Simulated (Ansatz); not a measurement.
**Two runs on SiHCl$_{2}$F**

System: SiHCl$_{2}$F.
Method of the first run: RKS wB97M-V/def2-SVP (Ansatz 0.2.0).

The geometry comes from this level: PBE0-D4/def2-TZVP. Text and figures count atoms from 1; the logs count them from 0 in places.

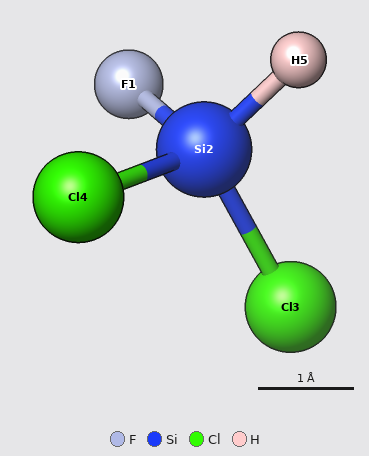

The structure (ball-and-stick view, seen at a tilt; atoms are numbered from 1 in the order of the input).

The input, the first run:
```yaml
crystal:
  periodic: [false, false, false]
  atoms:
    - {symbol: F, position_ang: [0.035526, -0.682699, 1.466866]}
    - {symbol: Si, position_ang: [0.115742, -0.048428, 0.020806]}
    - {symbol: Cl, position_ang: [-0.511949, 1.872293, 0.131478]}
    - {symbol: Cl, position_ang: [-1.092751, -1.108745, -1.208295]}
    - {symbol: H, position_ang: [1.503331, -0.106121, -0.452355]}
basis:
  gaussian: {orbitals: def2-SVP}
hamiltonian: {xc: {name: wB97M-V}}
output: {orbitals: {seedname: orbitals}}
```

Hardware: 2 CPU threads, shared host.

Output (the first run):
```
Functional definition: wB97M-V
  parameter omega = 0.3/bohr
  parameter cx = 0.15
  parameter cx01 = 1.007
  parameter cx10 = 0.259
  parameter css00 = 0.443
  parameter css04 = -1.437
  parameter css10 = -4.535
  parameter css20 = -3.390
  parameter css43 = 4.278
  parameter cos00 = 1.000
  parameter cos10 = 1.358
  parameter cos20 = 2.924
  parameter cos21 = -8.812
  parameter cos60 = -1.390
  parameter cos61 = 9.142
  parameter b = 6.0
  parameter c = 0.01
  gx(w, u) = 1 - cx + cx01*u + cx10*w
  gss(w, u) = css00 + css04*u^4 + css10*w + css20*w^2 + css43*w^4*u^3
  gos(w, u) = cos00 + cos10*w + (cos20 + cos21*u)*w^2 + (cos60 + cos61*u)*w^6
  exchange = spin_sum(e_x_unif_sr(omega)*gx(b97_w, b97_u_x)) + cx*exact_x_sr(omega) + exact_x_lr(omega)
  correlation = spin_sum(e_c_pw_mod_same_spin*gss(b97_w, b97_u_same))
      + integral(e_c_pw_mod_opposite_spin*gos(b97_w_opposite, b97_u_opposite)) + vv10(b, c)
662 factors; integrals over basis functions are off by at most 1.2e-3 eV
178 factors; integrals over basis functions are off by at most 6.9e-6 eV
mean field evaluation 1: about -35643.8203 eV, gradient 3.0e1 eV
mean field evaluation 2: about -35643.9564 eV, gradient 3.3e1 eV
mean field evaluation 4: about -35645.6161 eV, gradient 8.2e-1 eV
mean field evaluation 8: about -35645.6420 eV, gradient 2.8e-2 eV
mean field evaluation 16: about -35645.6420 eV, gradient 5.2e-5 eV
mean field -35645.64200194 eV, -1309.9531820875 hartree, gradient 5.2e-5 eV, S^2 0.000000; 0 other end points of the search recorded, 0 dependent functions left out
reference -35645.64202966 eV, -1309.9531831061 hartree; 29, 29 occupied and 44, 44 virtual orbitals, 662 factors
Total energy: -35645.64202966 eV, -1309.9531831061 hartree
```

The second run used a changed input.

The two runs side by side:

```csv
quantity,the first run,the second run
outcome,converged,converged
total energy (hartree),−1309.953183,−1310.549855
HOMO (eV),−11.72,−11.95
LUMO (eV),2.78,1.74
basis functions,73,297
wall time (shared host),2.7 s,10 s
```

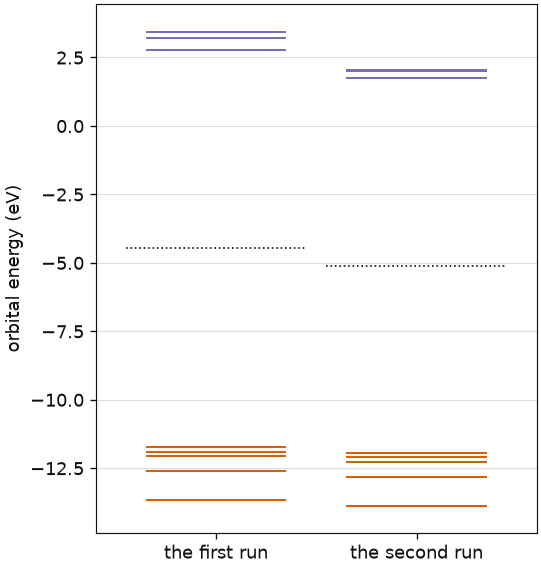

The five highest filled and three lowest empty orbital energies of the two runs; the dotted lines part filled from empty levels. The HOMO–LUMO gap is 14.50 eV in the first run and 13.69 eV in the second run.

Which change of the input explains these differences?

The change (lines with − go, lines with + come):
```diff
-  gaussian: {orbitals: def2-SVP}
+  gaussian: {orbitals: "def2-QZVPP.json"}
```

The total energy of the second run is 374.4 kcal/mol lower, which measures the change of basis and not a stability. The HOMO goes from −11.72 to −11.95 eV. The LUMO goes from 2.78 to 1.74 eV. The basis functions go from 73 to 297.

Output (the second run):
```
Functional definition: wB97M-V
  parameter omega = 0.3/bohr
  parameter cx = 0.15
  parameter cx01 = 1.007
  parameter cx10 = 0.259
  parameter css00 = 0.443
  parameter css04 = -1.437
  parameter css10 = -4.535
  parameter css20 = -3.390
  parameter css43 = 4.278
  parameter cos00 = 1.000
  parameter cos10 = 1.358
  parameter cos20 = 2.924
  parameter cos21 = -8.812
  parameter cos60 = -1.390
  parameter cos61 = 9.142
  parameter b = 6.0
  parameter c = 0.01
  gx(w, u) = 1 - cx + cx01*u + cx10*w
  gss(w, u) = css00 + css04*u^4 + css10*w + css20*w^2 + css43*w^4*u^3
  gos(w, u) = cos00 + cos10*w + (cos20 + cos21*u)*w^2 + (cos60 + cos61*u)*w^6
  exchange = spin_sum(e_x_unif_sr(omega)*gx(b97_w, b97_u_x)) + cx*exact_x_sr(omega) + exact_x_lr(omega)
  correlation = spin_sum(e_c_pw_mod_same_spin*gss(b97_w, b97_u_same))
      + integral(e_c_pw_mod_opposite_spin*gos(b97_w_opposite, b97_u_opposite)) + vv10(b, c)
1306 factors; their error is unknown
199 factors; integrals over basis functions are off by at most 4.1e-5 eV
mean field evaluation 1: about -35660.1196 eV, gradient 3.3e1 eV
mean field evaluation 2: about -35659.9720 eV, gradient 3.9e1 eV
mean field evaluation 4: about -35661.8544 eV, gradient 1.2e0 eV
mean field evaluation 8: about -35661.8782 eV, gradient 1.7e-1 eV
mean field evaluation 16: about -35661.8782 eV, gradient 2.2e-5 eV
mean field -35661.87824711 eV, -1310.5498530921 hartree, gradient 2.2e-5 eV, S^2 0.000000; 0 other end points of the search recorded, 0 dependent functions left out
reference -35661.87829340 eV, -1310.5498547930 hartree; 29, 29 occupied and 268, 268 virtual orbitals, 1306 factors
Total energy: -35661.87829340 eV, -1310.5498547930 hartree
```
